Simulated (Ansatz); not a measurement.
Pressure series in HfS2

Base system: HfS2 in the CdI2 type structure (space group P-3m1, No. 164; layered, stacked along the Cartesian z axis).

```cif
data_HfS2
_chemical_formula_sum 'Hf1 S2'
_space_group_name_H-M_alt 'P 1'
_space_group_IT_number 1
_cell_length_a 3.54750
_cell_length_b 3.54750
_cell_length_c 5.57728
_cell_angle_alpha 90.000
_cell_angle_beta 90.000
_cell_angle_gamma 120.000
loop_
_space_group_symop_operation_xyz
  'x, y, z'
loop_
_atom_site_label
_atom_site_type_symbol
_atom_site_fract_x
_atom_site_fract_y
_atom_site_fract_z
_atom_site_occupancy
Hf1 Hf 0.00000 0.00000 0.00000 1
S1 S 0.33333 0.66667 0.26188 1
S2 S 0.66667 0.33333 0.73812 1
```

Cell and atoms are relaxed at each pressure.

Level of theory: Ansatz (a quantum-chemistry and plane-wave program), PBEsol-D3(BJ), PAW, cutoff 420 eV, without spin-orbit coupling.

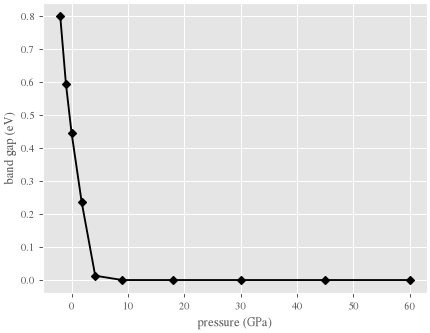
Figure. Band gap against pressure

```csv
pressure (GPa),band gap
-2,0.80 eV
-1,0.60 eV
1.8,0.24 eV
4.2,zero
9,zero
18,zero
30,zero
45,zero
60,zero
```

A case with no gap was solved on a k-mesh chosen for an insulator, which is coarse for it. Spin-orbit coupling, missing from the scalar runs, can matter with Hf. Load acts through the strain it causes; cell and atoms are relaxed under it. Whether these cells are dynamically stable was not tested. No other phases were tried under pressure. The final runs are not spin-polarised. Gaps under 0.05 eV, about the width of the smearing, are given as zero. A zero or small gap of HfS2 under pressure 1.8 GPa, HfS2 under pressure 4.2 GPa, HfS2 under pressure 9 GPa and HfS2 under pressure 18 GPa can be the functional's error rather than a property of the material.
